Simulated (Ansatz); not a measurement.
Input file:

```
crystal:
  lattice:
    - [0.0, 2.6783040144, 2.6783040144]
    - [2.6783040144, 0.0, 2.6783040144]
    - [2.6783040144, 2.6783040144, 0.0]
  atoms:
    - { symbol: Ge, position: [0.0, 0.0, 0.0] }
    - { symbol: Be, position: [0.25, 0.25, 0.25] }
    - { symbol: Be, position: [0.75, 0.75, 0.75] }
kpoints:
  mp_grid: { grid: [4, 4, 4] }
hamiltonian:
  xc: hse06
scf:
  occupations: { method: fermi_dirac, width: 0.02 }
  n_extra_bands: 4
output:
  forces: true
  stress: true
  eigenvalues: true
  write_density: true
  write_potential: true
  elf: true
  volumetric_format: npy
```

Run with:

```sh
ansatz run input.yaml --threads 4 --pin off --max-ram 3686MiB --backend cpu --events-out ev --progress --plain --runs-dir out
```

Below, planes, directions and counts refer to the conventional cell (a = 5.36 Å, b = 5.36 Å, c = 5.36 Å, α = 90.00°, β = 90.00°, γ = 90.00°).

Space group Fm-3m; started from the antifluorite prototype, which need not be the ambient phase.

Method: DFT, HSE06, plane waves, PAW in Ansatz 0.2.0.

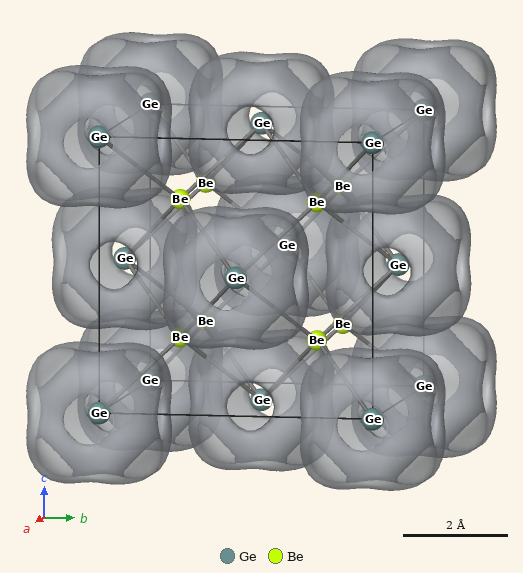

Be₂Ge. Isosurface of the electron localisation function at 0.6 (grey), seen slightly off an axis. Only the valence region is drawn (cores and ρ < 0.01 e/Å³ removed). Sticks mark near contacts.

In a PAW calculation such maps are meaningful between the atoms, not at the nuclei.

> What do the ELF domains correspond to?

At this value the surface marks out four regions wrapped around Ge (the valence shell of each), counted in one cell of 12 atoms. Any copies at cell faces, edges or corners count once.

Values along the shortest contacts:
Be–Ge (2.32 Å): the ELF peaks at about 0.80 between the atoms.
